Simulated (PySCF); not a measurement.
C4H14SSi2

```xyz
21

C    -1.9207   -1.6134    0.1650
C    -1.0955   -0.5032   -0.4867
C    -1.8394    0.8294   -0.4522
S    -1.9957    1.5727    1.2087
C     0.2854   -0.4076    0.1595
Si    1.4924    0.8350   -0.6435
Si    3.6381    0.4291    0.1029
H    -1.4295   -2.5743    0.0303
H    -2.0270   -1.4363    1.2339
H    -2.9131   -1.6725   -0.2789
H    -0.9686   -0.7509   -1.5484
H    -1.3007    1.5780   -1.0313
H    -2.8459    0.7274   -0.8593
H    -2.8493    0.6733    1.6937
H     0.7359   -1.4030    0.1372
H     0.1588   -0.1540    1.2143
H     1.0463    2.2035   -0.3457
H     1.3375    0.6847   -2.1018
H     4.6193    1.2011   -0.6612
H     4.0309   -0.9779   -0.0289
H     3.8318    0.7757    1.5127
```

Geometry: GFN2-xTB.

Theory: PBE0/pcSseg-1, SCF density, gas phase, non-relativistic (PySCF 2.14.0).

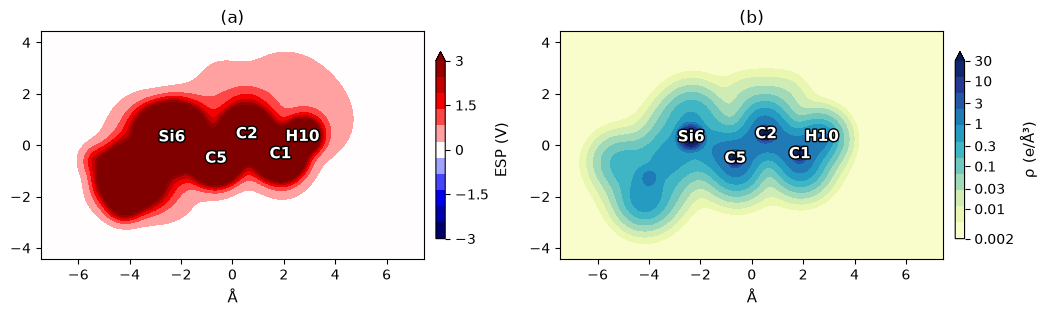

Figure 1. (a) electrostatic potential; (b) total electron density on the plane of atoms C2, C5 and Si6.

Describe what can be read from this map.

Answer. The plane passes through C, Si and H nuclei. C–C (1.53 Å): ρ is about 1.6 e/Å³ halfway. C–Si (1.91 Å): ρ at the midpoint is about 0.9 e/Å³. C–H (1.09 Å): the density is about 2 e/Å³ at the midpoint. The potential has no marked negative region in this plane.

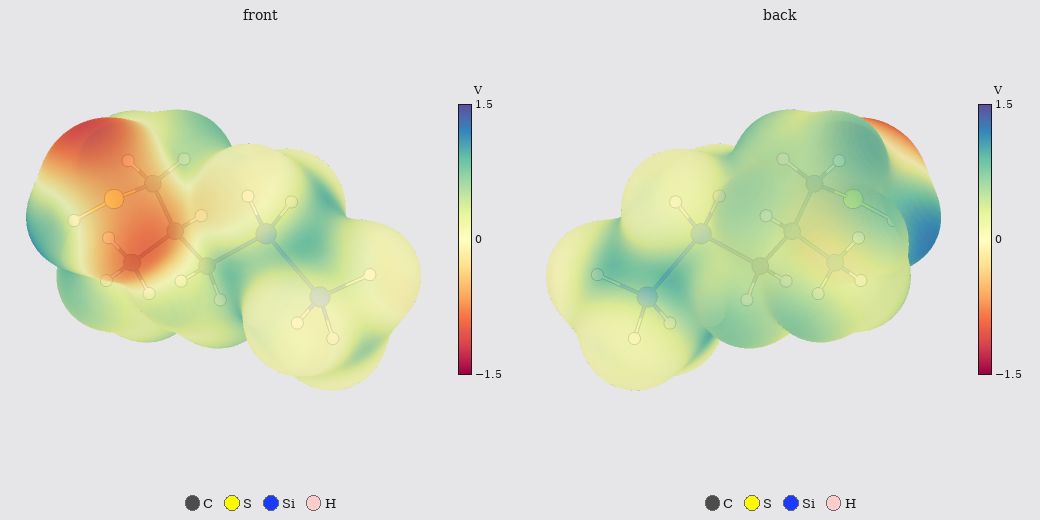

Figure 2. The molecular electrostatic potential painted on the density surface at 0.002 e/bohr³, seen from the front and from behind; red is negative and blue positive.

Which sites attract a positive test charge, and which a negative one?

Answer. A positive charge is drawn to the negative regions and a negative charge to the positive ones. The most negative region (about −1.1 V, or −25 kcal/mol for a unit charge) lies over S4, the most positive (about +1.2 V, or +28 kcal/mol for a unit charge) over H14.
